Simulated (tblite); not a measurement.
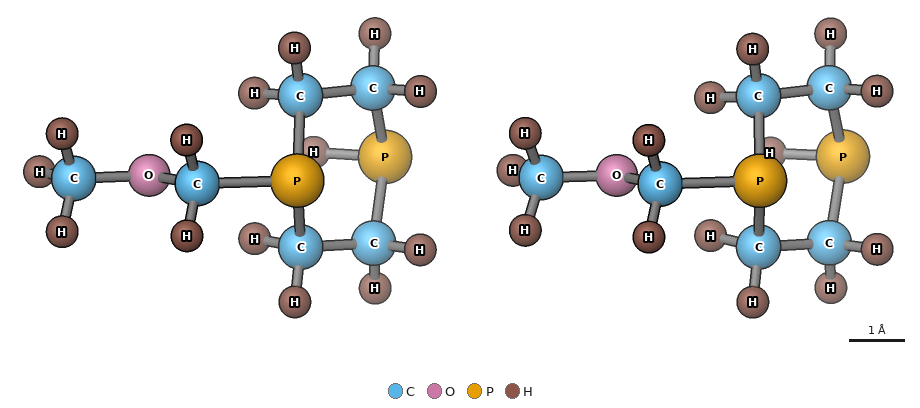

Two geometries of C₆H₁₄OP₂, drawn at one scale. One is the start of a relaxation, the other its converged end. Style: ball-and-stick. Shown at a tilt.

Computed with GFN2-xTB geometry optimisation, gas phase (tblite 0.8.0). 

> Which geometry has the lower energy?

The right one is the relaxed one. The energy falls by 2.81 kcal/mol in 67 geometry steps. The largest move after the best rigid fit is that of an H atom, 0.30 Å. Largest moves by element: H 0.30 Å, C 0.17 Å, O 0.14 Å, P 0.06 Å. Some distances before and after: C–O 1.435 → 1.403 Å, C–H 1.084 → 1.103 Å, H–P 1.419 → 1.403 Å, C–H 1.108 → 1.095 Å. Among the angles between lasting bonds that change: O–C–P 116.5° → 111.1°, C–P–H 98.8° → 94.9°, C–P–H 98.1° → 94.9°.
